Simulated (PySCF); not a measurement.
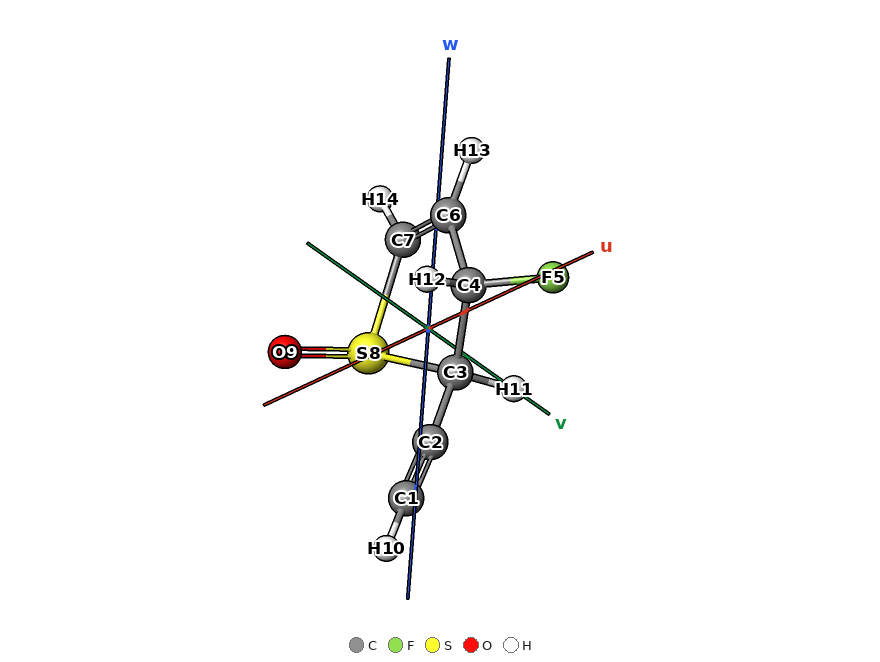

The lines u, v and w are the principal axes of the static dipole polarisability. The computed structure is the end point of a GFN2-xTB optimisation. No frequency run is at hand to confirm it as a minimum. Level of theory: ωB97X-D/def2-SVPD (PySCF 2.14.0).

Along which axis is the molecule most polarisable, and along which least?

Answer. Most along w (close to the long direction C1···C7), least along v.

Give the three principal values.

Answer. u 90.8, v 67.0, w 108.5 bohr³; mean 88.7, anisotropy 36.0 bohr³.
